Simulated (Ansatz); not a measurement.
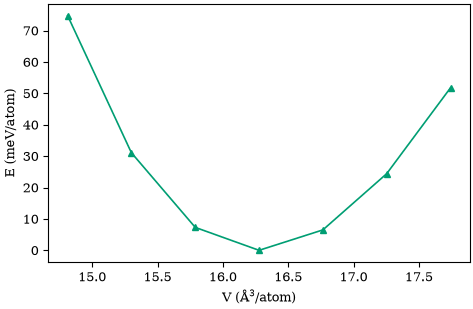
Fig. 1. Ga$_{3}$Pt$_{2}$ (La2O3 or Ni2Al3 type, P-3m1) under volume change, plane-wave PAW PBEsol (Ansatz code), shape and atoms relaxed at each volume.

Q: What does a third-order Birch–Murnaghan fit give for V₀, B₀ and B′?

A: V₀ = 16.27 Å³/atom, B₀ = 150 GPa, B′ = 5.2.

The workflow started from an entry of the Crystallography Open Database (COD). Whether it is the stable phase at ambient conditions was not checked. The PBEsol relaxation kept the symmetry of its start; of distortions, only those at the zone centre were tested. No spin polarisation was allowed. Spin–orbit coupling is left out wherever it is not named.

Potentials: the later of the program's two PAW sets.
